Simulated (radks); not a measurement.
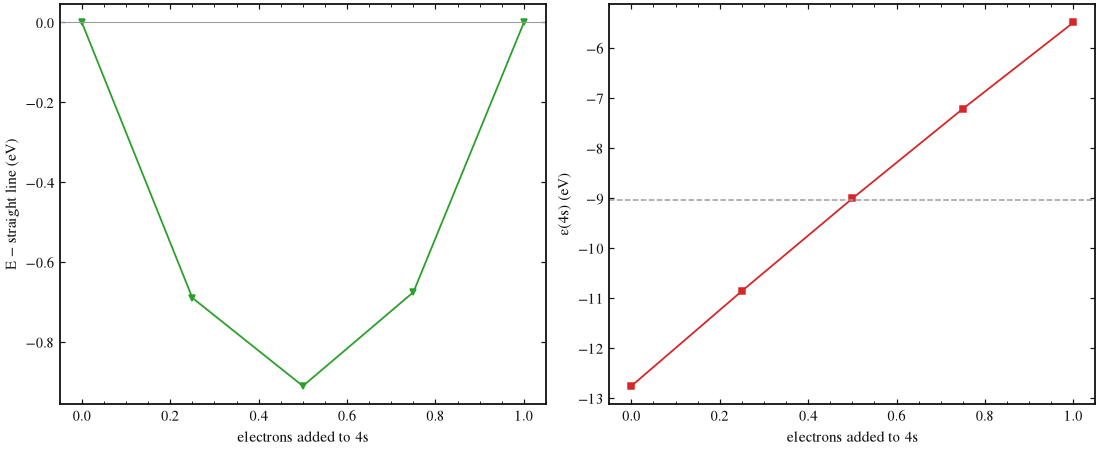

The occupation of the 4s shell is varied from Co⁺ ([Ar] 3d7 4s1 (open shells shared over both j by 2j + 1)) to Co ([Ar] 3d7 4s2 (open shells shared over both j by 2j + 1)), with spherical fractional occupations. The plot shows the total energy less the straight line between the end points, and the eigenvalue of 4s (the dashed line is minus the energy to take the whole electron out). The values are computed.

### Was this Hartree-Fock or a semilocal functional, and how does the plot tell?

It was a semilocal functional (LDA, GGA or meta-GGA): Dirac Kohn-Sham, PBEsol, spin-unpolarised, spherical densities, finite nucleus, computed with the in-house radial solver radks. The curve is convex (below the straight line), with the largest deviation among the points computed, −0.91 eV, at 0.5. The end points differ by 9.05 eV, the energy to take the electron out. The eigenvalue, which is the slope of the energy (Janak's theorem), moves from −12.8 eV at 0 to −5.49 eV at 1; for a straight line it would stay constant, and a parabola would sag by an eighth of this change, scaled to a whole electron, 0.91 eV. Convexity is the delocalisation error: fractional charges are too low in energy. For an s shell Hartree-Fock would as a rule bend the other way.
